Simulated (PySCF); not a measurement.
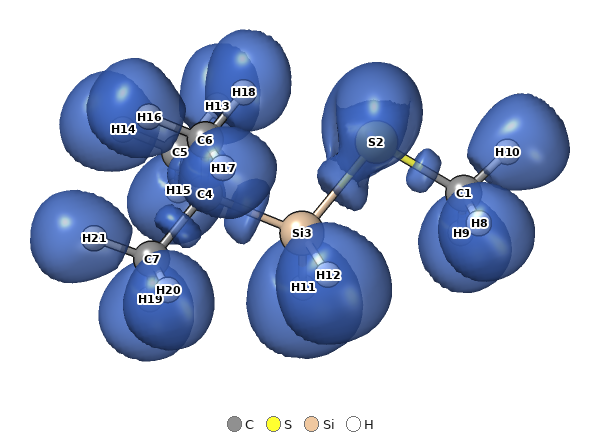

Figure. C$_{5}$H$_{14}$SSi (SMILES CS[SiH2]C(C)(C)C). Isosurface of the ELF at 0.8 (blue), seen at an oblique angle. Only the valence region is drawn (cores and ρ < 0.01 e/Å³ removed).

Geometry: PBE0-D3(BJ)/def2-SVP.

These are results of PBE0/pcSseg-1, SCF density, gas phase, non-relativistic (PySCF 2.14.0), not measurements.

```yaml
atoms:
  - { symbol: C, position_ang: [3.4164, 0.4532, -0.4702] }
  - { symbol: S, position_ang: [2.0995, 0.2329, 0.7681] }
  - { symbol: Si, position_ang: [0.4547, -0.2373, -0.5295] }
  - { symbol: C, position_ang: [-1.0837, -0.5275, 0.5465] }
  - { symbol: C, position_ang: [-1.3918, 0.7413, 1.3470] }
  - { symbol: C, position_ang: [-0.8265, -1.7006, 1.4967] }
  - { symbol: C, position_ang: [-2.2540, -0.8554, -0.3862] }
  - { symbol: H, position_ang: [3.5879, -0.4698, -1.0419] }
  - { symbol: H, position_ang: [3.1844, 1.2779, -1.1595] }
  - { symbol: H, position_ang: [4.3340, 0.7013, 0.0797] }
  - { symbol: H, position_ang: [0.2278, 0.8901, -1.4920] }
  - { symbol: H, position_ang: [0.7769, -1.4581, -1.3391] }
  - { symbol: H, position_ang: [-0.5611, 1.0166, 2.0154] }
  - { symbol: H, position_ang: [-2.2892, 0.5873, 1.9720] }
  - { symbol: H, position_ang: [-1.5896, 1.6021, 0.6884] }
  - { symbol: H, position_ang: [-1.7180, -1.8861, 2.1216] }
  - { symbol: H, position_ang: [-0.6066, -2.6305, 0.9481] }
  - { symbol: H, position_ang: [0.0208, -1.5031, 2.1718] }
  - { symbol: H, position_ang: [-2.4642, -0.0324, -1.0883] }
  - { symbol: H, position_ang: [-2.0662, -1.7657, -0.9779] }
  - { symbol: H, position_ang: [-3.1720, -1.0290, 0.2028] }
```

### Describe the localisation domains.

At this value the surface marks out three regions between bonded C–C atoms (shared pairs), one region between bonded C–S atoms (shared pairs), one region between bonded C–Si atoms (shared pairs), 14 regions around hydrogen nuclei and one region on S in which the atom's valence shell and bonds are merged. Along the contacts the grid gives the following. C–C (1.53 Å): the ELF peaks at about 0.95 between the atoms: a covalent bond. C–S (1.82 Å): the ELF peaks at about 0.90 between the atoms: a covalent bond.
